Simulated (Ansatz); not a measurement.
# Tunnelling from Mg(0001) to Mg(0001): the current at the widest gap

Three vacuum gaps between Mg(0001) and Mg(0001) are known. What current density flows at 0.25 V across 6.5 Å?

**Method.** Ansatz 0.2.0, plane waves with PAW datasets, PBEsol; a slab with two metal leads whose outer parts are reservoirs, with density and current solved under bias (Landauer, 300 K). The gap is counted from plane to plane of nuclei, and atoms stay on ideal sites.

The runs, with one result withheld:

```tsv
gap (Å)	drop between the leads' cuts at 0.25 V (V)	current density at 0.25 V (A/m²)
3.5	0.0871	1.34×10¹⁴
4.5	0.199	4.73×10¹³
5.5	0.238	1.12×10¹³
6.5	0.247	?
```

Worked fit:

Tunnelling falls as exp(−βd). From 3.5 to 4.5 Å, β = ln(1.34×10¹⁴/4.73×10¹³)/1 = 1.04 Å⁻¹, and from 4.5 to 5.5 Å it is 1.44 Å⁻¹; the slope still steepens as the gap leaves contact, so the wider pair is taken. Then 1.12×10¹³ × exp(−1.44 × 1). Predicted: 2.66×10¹² A/m².

**The withheld run.**

1.96×10¹² A/m², so the prediction is 36 % too high. The last step has β = 1.75 Å⁻¹, an apparent barrier ħ²β²/8m of 2.9 eV: the decay of this current is still steepening. The conductances at 0 V give β = 1.46 and 1.77 Å⁻¹ for the last two steps.

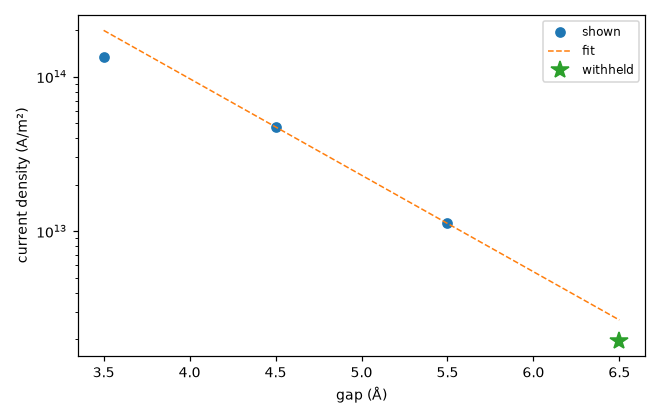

Current density against the gap.

**Limits.** On every other k-point the currents of these runs, at any bias, move by up to 13 %. A semilocal functional lacks the image potential's tail.

[Logs are printed without paths, hosts, clocks, repeated set-up lines and the standing remarks that a program may print on its own settings, such as how far it seeks lower states.]
